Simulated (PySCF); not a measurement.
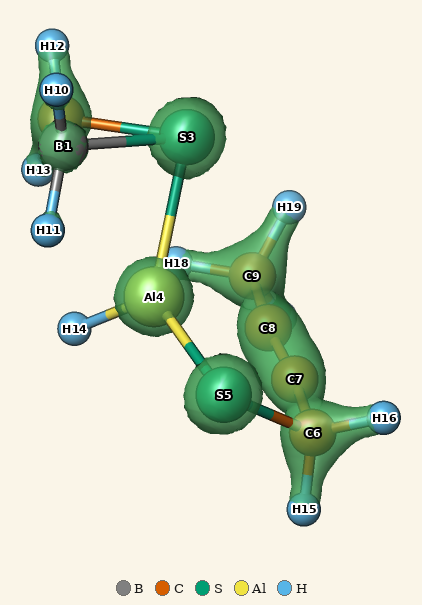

*C₅H₁₀AlBS₂. Isosurface of the total electron density at 1.5 e/Å³ (green), seen at an oblique angle.*

Geometry: GFN2-xTB.

All numbers below come from PySCF 2.14.0, PBE0/pcSseg-1, SCF density, gas phase, non-relativistic.

```xyz
19

B    -2.8973    0.1636    0.6317
C    -2.1163    1.3797    1.1897
S    -1.1461   -0.1327    1.5624
Al   -0.6081   -0.1889   -0.6467
S    -0.3330   -2.0968   -1.7283
C     1.5213   -1.9773   -1.5378
C     1.8240   -0.7967   -0.7785
C     1.8686    0.2295   -0.1328
C     2.2218    1.4132    0.6223
H    -3.8081   -0.3120    1.1815
H    -2.7422   -0.0587   -0.5608
H    -2.3824    1.8651    2.1187
H    -1.5738    2.0562    0.5326
H    -0.5788    1.1683   -1.3429
H     1.9548   -1.9330   -2.5377
H     1.8505   -2.8820   -1.0276
H     3.2355    1.7239    0.3683
H     1.5326    2.2253    0.3918
H     2.1673    1.1928    1.6865
```

Q: Which contacts does the surface bridge?

A: At this value the surface falls into nine separate pieces. It bridges the sampled C–C (1.21 Å) contacts, where the density stays above the isovalue. It is pinched off along the sampled C–B (1.55 Å), C–S (1.84 Å) and B–S (2.01 Å) contacts. On the grid the lowest density along these lines, outside the cores, is 2.6 e/Å³ (C–C, 1.21 Å), 1.2 e/Å³ (C–B, 1.55 Å), 1.1 e/Å³ (C–S, 1.84 Å) and 0.64 e/Å³ (B–S, 2.01 Å).
